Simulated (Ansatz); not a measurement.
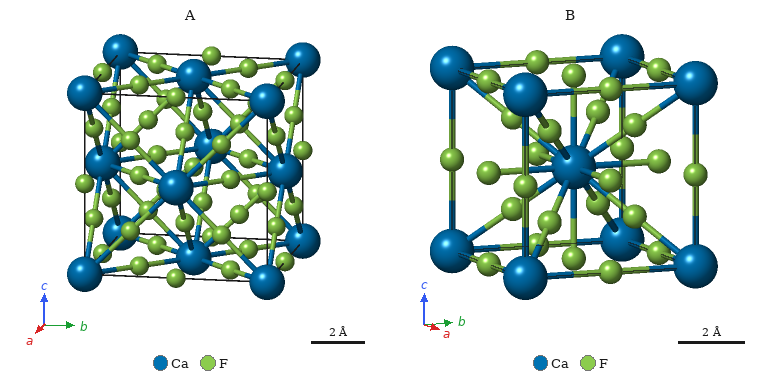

Two structures of CaF$_{7}$, each relaxed to rest (conventional cells in solid outline, small ones repeated, not to one scale). Method: DFT PBE, scalar-relativistic, plane waves, PAW in Ansatz, without spin polarisation.

### Give the type and space group of each.

A: 32 atoms a cell on a face-centred cubic lattice, Fm-3m. B: 16 atoms a cell on a body-centred cubic lattice, Im-3m.

### Which structure is more stable?

B is lower, by 26 meV/atom at this level of theory (energies at zero smearing). Volumes: A 11.2, B 11.2 Å³/atom.

One or both may be structure types tried for this composition rather than known phases.
